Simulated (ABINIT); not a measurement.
Band structure of CaO (Fm-3m, 2 atoms in the cell).

```
CaO
1.0
    0.00000     2.35428     2.35428
    2.35428     0.00000     2.35428
    2.35428     2.35428     0.00000
Ca O
1 1
Cartesian
  0.00000   0.00000   0.00000
  2.35428   2.35428   2.35428
```

Level of theory: PBE, norm-conserving pseudopotentials (PseudoDojo nc-sr-05 PBE standard) (plane waves; ABINIT).

Settings: pseudos = [Ca.upf, O.upf]; ecut = 42 Ha; occopt = 3; tsmear = 0.00073499 Ha; ngkpt = 12 12 12; nshiftk = 1; shiftk = 0 0 0; potentials = PseudoDojo nc-sr-05 PBE standard; kptopt = 1; nstep = 80; tolvrs1 = 1e-12; ndtset = 2; getden2 = 1.

The starting cell comes from a database of computed structures (which also holds hypothetical and non-ambient phases and stackings), without a prior relaxation at this level. Its lattice was rescaled by a random factor within 2.5 % of one.

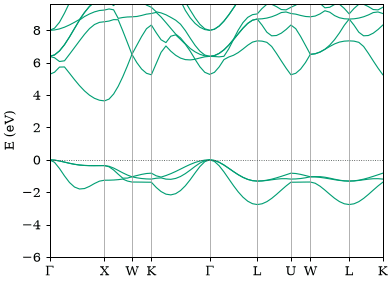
Figure. Bands along the path, energies from the top of the valence band on the SCF mesh.

**Question.** Read off roughly the gap and where its edges lie.

**Answer.** The gap along the path is about 3.6 eV (computed: 3.64 eV), from Γ to X; the smallest direct gap on it is 3.99 eV.

Levels in eV from the top of the valence band on the SCF mesh, bands 5 to 12:
```csv
point,5,6,7,8,9,10,11,12
Γ,-15.58,0.00,0.00,0.00,5.28,6.39,6.39,6.39
X,-15.36,-1.26,-0.36,-0.36,3.64,8.52,9.25,9.95
W,-14.84,-1.37,-1.05,-1.05,6.51,6.51,8.83,9.95
K,-14.87,-1.38,-1.19,-0.83,5.25,8.32,9.03,9.42
L,-14.13,-2.76,-1.31,-1.31,7.34,8.69,8.69,9.01
U,-14.87,-1.38,-1.19,-0.83,5.25,8.32,9.03,9.42
```
